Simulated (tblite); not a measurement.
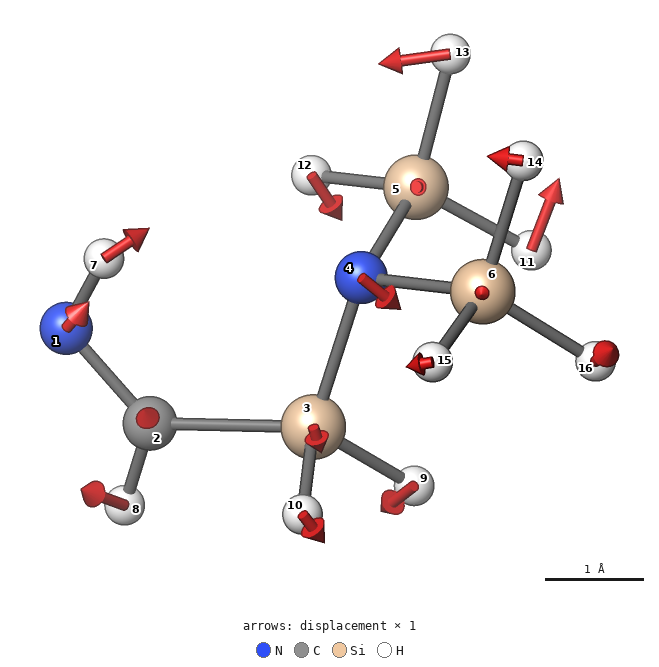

A relaxation of CH$_{10}$N$_{2}$Si$_{3}$. The starting structure is drawn; red arrows show the displacements, at their true length. The two geometries are superimposed by the best rigid fit.

Style: ball-and-stick. Shown from a free direction.

Theory: GFN2-xTB geometry optimisation, gas phase in tblite 0.8.0. 

Describe the change and its energy.

Answer. After 117 geometry steps the energy has fallen by 65.9 kJ/mol. The largest move after the best rigid fit is that of H11, 0.81 Å. Largest moves by element: H 0.81 Å, N 0.61 Å, Si 0.34 Å, C 0.32 Å. Among the contacts that change: N4–Si6 1.687 → 1.746 Å, N1–C2 1.308 → 1.258 Å, Si3–N4 1.699 → 1.742 Å, N4–Si5 1.709 → 1.748 Å. Bond angles that change, for instance: Si3–N4–Si6 110.5° → 121.2°, Si3–N4–Si5 109.7° → 119.7°, Si5–N4–Si6 108.7° → 118.6°.
